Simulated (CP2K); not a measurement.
**GFN2-xTB run of C2H7FSi2 (SMILES F[C@@H]1C[Si@@H]1[SiH3])**

Aim: the vertical electron affinity of C2H7FSi2 at GFN2-xTB, from 2 runs. 

The calculation is run with CP2K 2026.2.

1 further run of the same task is left out (set aside as unsound or not needed).

## (1) The system as given

The species is C2H7FSi2 (12 atoms), meant as a singlet with charge 0. As SMILES, `F[C@@H]1C[Si@@H]1[SiH3]`. Geometry: relaxed at GFN2-xTB.

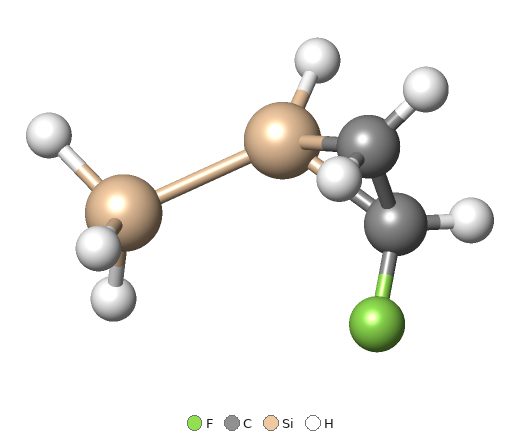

The structure, seen from a chosen angle (fluorine green, carbon grey, silicon light orange, hydrogen white).

## (2) Energy and gradient at GFN2-xTB

The input, gas.inp:

```
&FORCE_EVAL
 METHOD QUICKSTEP
 &DFT
  CHARGE 0
  MULTIPLICITY 1
  ! Quickstep
  &QS
   METHOD XTB
   EPS_DEFAULT 1.0E-10
   &XTB
    GFN_TYPE TBLITE
    &TBLITE
     METHOD GFN2
    &END TBLITE
    CHECK_ATOMIC_CHARGES F
   &END XTB
  &END QS
  ! cluster boundary conditions
  &POISSON
   PERIODIC NONE
   POISSON_SOLVER ANALYTIC
  &END POISSON
  ! self-consistent field
  &SCF
   SCF_GUESS ATOMIC
   EPS_SCF 1.0E-06
   MAX_SCF 150
   ADDED_MOS 4
   &DIAGONALIZATION
    ALGORITHM STANDARD
   &END DIAGONALIZATION
   &MIXING
    METHOD DIRECT_P_MIXING
    ALPHA 0.4
   &END MIXING
   &SMEAR ON
    METHOD FERMI_DIRAC
    ELECTRONIC_TEMPERATURE [K] 300
   &END SMEAR
  &END SCF
  ! extra output
  &PRINT
   &MOMENTS
    PERIODIC F
    REFERENCE COM
    MAX_MOMENT 1
   &END MOMENTS
   &MO ON
    ENERGIES T
    OCCUPATION_NUMBERS T
    NDIGITS 6
    &EACH
     QS_SCF 0
    &END EACH
    ADD_LAST NUMERIC
   &END MO
   &HIRSHFELD OFF
   &END HIRSHFELD
  &END PRINT
 &END DFT
 ! atoms, cell and kinds
 &SUBSYS
  &CELL
   ABC [angstrom] 20.9 18.9 20.9
   PERIODIC NONE
  &END CELL
  &COORD
   UNIT bohr
   F      3.9547432     0.9512314    -0.7633171
   C      2.4274099     1.1308877     1.3416867
   C      1.4477759    -1.3759285     2.3321677
   Si    -1.1210233     0.6875391     0.9090339
   Si    -2.5511870    -0.1623653    -3.0960328
   H      3.3236125     2.4054702     2.6726775
   H      1.6225755    -1.6463672     4.3484866
   H      2.1026416    -3.0102392     1.2944057
   H     -2.4366696     2.0770547     2.9051705
   H     -5.3067100    -0.4354496    -2.9832728
   H     -1.9753685     1.8888002    -4.8612638
   H     -1.4878003    -2.5105956    -4.0997608
  &END COORD
  &TOPOLOGY
   &CENTER_COORDINATES
   &END CENTER_COORDINATES
  &END TOPOLOGY
 &END SUBSYS
 &PRINT
  &FORCES ON
  &END FORCES
 &END PRINT
&END FORCE_EVAL

&GLOBAL
 PROJECT gas
 RUN_TYPE ENERGY_FORCE
 PRINT_LEVEL MEDIUM
&END GLOBAL
```

On the command line:

```
$ OMP_NUM_THREADS=1 cp2k.psmp gas.inp > gas.out
```

The log of the run (excerpt; [...] marks lines left out):

```text
CP2K| version string:                                       CP2K version 2026.2
[...]
 GLOBAL| Method name                                                        CP2K
[...]
 GLOBAL| Run type                                                   ENERGY_FORCE
[...]
                             - Atoms:                                         12
[...]
                             - Spherical basis functions:                     37
[...]
 Number of electrons:                                                         30
[...]
  *** SCF run converged in    20 steps ***
[...]
  Fermi energy:                                                -0.26355246409639
[...]
 TB_DIPOLE| Moment [Debye]         -3.27629892       0.06997195       0.50101795
 TB_DIPOLE| Derivative [a.u.]       0.00000000       0.00000000       0.00000000
[...]
 ENERGY| Total FORCE_EVAL ( QS ) energy [hartree]            -15.972334200124692
 FORCES| Atomic forces [hartree/bohr]
 FORCES|   Atom     x               y               z               |f|
 FORCES|      1 -1.30173616E-04 -2.83528729E-05  2.66396205E-04   2.97852302E-04
 FORCES|      2  5.31686094E-05  1.22218097E-05 -3.73228368E-04   3.77194496E-04
 FORCES|      3 -1.95461556E-05  2.91735851E-05  5.82590915E-05   6.80240546E-05
 FORCES|      4  1.98033466E-05  1.11162349E-04  1.05357494E-05   1.13403008E-04
 FORCES|      5  5.20948428E-05  2.69105684E-05  8.27549521E-05   1.01422056E-04
 FORCES|      6 -6.34733533E-05  8.11978363E-06 -8.76412067E-06   6.45879809E-05
 FORCES|      7  4.46025568E-05 -1.21159683E-04 -1.26675337E-05   1.29728652E-04
 FORCES|      8 -9.77409345E-06  1.30668586E-04  1.92969446E-05   1.32446911E-04
 FORCES|      9  4.41157573E-05 -1.69593571E-04 -6.28855663E-05   1.86179413E-04
 FORCES|     10  3.50200383E-05  2.23581202E-05  1.95205057E-05   4.59057596E-05
 FORCES|     11  6.56585267E-05 -7.21673547E-06 -5.08042214E-05   8.33318205E-05
 FORCES|     12 -9.14964595E-05 -1.42919398E-05  5.15863611E-05   1.06004784E-04
 FORCES| Sum    -7.89434707E-17  1.39198006E-16 -2.18087267E-16
[...]
```

Wall time 0.32 s (1 thread of Arm Neoverse V1, shared host).

## (3) The doublet anion

The input, run.inp:

```
&FORCE_EVAL
   METHOD QUICKSTEP
   &DFT
      CHARGE -1
      MULTIPLICITY 2
      UKS T
      # Quickstep
      &QS
         METHOD XTB
         EPS_DEFAULT 1.0E-10
         &XTB
            GFN_TYPE TBLITE
            &TBLITE
               METHOD GFN2
            &END
            CHECK_ATOMIC_CHARGES F
         &END
      &END
      # cluster boundary conditions
      &POISSON
         PERIODIC NONE
         POISSON_SOLVER ANALYTIC
      &END
      # self-consistent field
      &SCF
         SCF_GUESS ATOMIC
         EPS_SCF 1.0E-06
         MAX_SCF 150
         ADDED_MOS 2
         &DIAGONALIZATION
            ALGORITHM STANDARD
         &END
         &MIXING
            METHOD DIRECT_P_MIXING
            ALPHA 0.4
         &END
      &END
      &PRINT
         &MOMENTS
            PERIODIC F
            REFERENCE COM
            MAX_MOMENT 1
         &END
         &MO ON
            ENERGIES T
            OCCUPATION_NUMBERS T
            NDIGITS 6
            &EACH
               QS_SCF 0
            &END
            ADD_LAST NUMERIC
         &END
         &HIRSHFELD OFF
         &END
      &END
   &END
   # atoms, cell and kinds
   &SUBSYS
      # vacuum box
      &CELL
         ABC 20.9 18.9 20.9
         PERIODIC NONE
      &END
      &COORD
         UNIT bohr
         F      3.9547432     0.9512314    -0.7633171
         C      2.4274099     1.1308877     1.3416867
         C      1.4477759    -1.3759285     2.3321677
         Si    -1.1210233     0.6875391     0.9090339
         Si    -2.5511870    -0.1623653    -3.0960328
         H      3.3236125     2.4054702     2.6726775
         H      1.6225755    -1.6463672     4.3484866
         H      2.1026416    -3.0102392     1.2944057
         H     -2.4366696     2.0770547     2.9051705
         H     -5.3067100    -0.4354496    -2.9832728
         H     -1.9753685     1.8888002    -4.8612638
         H     -1.4878003    -2.5105956    -4.0997608
      &END
      &TOPOLOGY
         &CENTER_COORDINATES
         &END
      &END
   &END
   # extra output
   &PRINT
      &FORCES ON
      &END
   &END
&END

&GLOBAL
   PROJECT run
   RUN_TYPE ENERGY_FORCE
   PRINT_LEVEL MEDIUM
&END
```

On the command line:

```
$ OMP_NUM_THREADS=1 cp2k.psmp run.inp > run.out
```

The log of the run (excerpt; [...] marks lines left out):

```text
CP2K| version string:                                       CP2K version 2026.2
[...]
 GLOBAL| Method name                                                        CP2K
[...]
 GLOBAL| Run type                                                   ENERGY_FORCE
[...]
                             - Atoms:                                         12
[...]
                             - Spherical basis functions:                     37
[...]
 Number of electrons:                                                         16
[...]
  *** SCF run converged in    20 steps ***
[...]
  Fermi energy:                                                -0.02055084811076
[...]
 TB_DIPOLE| Moment [Debye]         -1.38316152       0.69809844       0.35451151
 TB_DIPOLE| Derivative [a.u.]       0.00000000       0.00000000       0.00000000
[...]
 ENERGY| Total FORCE_EVAL ( QS ) energy [hartree]            -16.100160797989009
 FORCES| Atomic forces [hartree/bohr]
 FORCES|   Atom     x               y               z               |f|
 FORCES|      1  1.70660384E-02 -2.90427142E-03 -1.09775538E-02   2.04985645E-02
 FORCES|      2 -8.54716776E-03  9.05392942E-03  2.08484213E-03   1.26243527E-02
 FORCES|      3  3.17041048E-03 -6.42010788E-03  4.40532332E-03   8.40691152E-03
 FORCES|      4 -3.75165411E-02 -1.14557954E-02 -2.12955332E-02   4.46343572E-02
 FORCES|      5  1.35336996E-02  6.64467837E-03  4.18429075E-02   4.44763048E-02
 FORCES|      6  7.54449613E-03  4.86666641E-04  6.30714906E-03   9.84562824E-03
 FORCES|      7  5.69117830E-03 -1.51595361E-03  5.22630026E-03   7.87412473E-03
 FORCES|      8  4.11190888E-03 -2.18087581E-03 -3.48085759E-04   4.66745944E-03
 FORCES|      9  7.86012077E-04  3.90529584E-03  4.53404283E-05   3.98386826E-03
 FORCES|     10 -5.23668326E-03  3.22448189E-03 -4.49155391E-03   7.61539175E-03
 FORCES|     11 -3.13730939E-03  2.18136392E-03 -1.72138665E-02   1.76328744E-02
 FORCES|     12  2.53395759E-03 -1.01941195E-03 -5.58526951E-03   6.21734487E-03
 FORCES| Sum     6.93889390E-17 -2.71050543E-17 -3.72965547E-17
[...]
```

Wall time 0.36 s (1 thread of Arm Neoverse V1, shared host).

## (4) Outcome

At GFN2-xTB:

| quantity | value |
| --- | --- |
| singlet C2H7FSi2: total energy | -15.97233 Eh |
| singlet C2H7FSi2: dipole moment (from atomic charges alone) | 3.32 D |
| singlet C2H7FSi2: HOMO energy | -9.62 eV |
| singlet C2H7FSi2: LUMO energy | -6.28 eV |
| singlet C2H7FSi2: HOMO–LUMO gap | 3.34 eV |
| singlet C2H7FSi2: largest force on an atom | 0.019 eV/Å |
| doublet anion: total energy | -16.10016 Eh |
| doublet anion: HOMO energy (highest over α and β) | -0.70 eV |
| doublet anion: LUMO energy (lowest over α and β) | -0.42 eV |
| doublet anion: largest force on an atom | 2.295 eV/Å |
| vertical electron affinity (to the doublet anion) | 3.478 eV |

In words: At fixed nuclei the extra electron is bound by 3.48 eV (80 kcal/mol). A minimal valence basis can't be trusted even for the sign of an electron affinity. No empirical shift is applied, and without it xTB methods put this difference several eV too high. The dipole (singlet C2H7FSi2) comes from point charges on the atoms alone, without atomic dipoles, so it is partial.
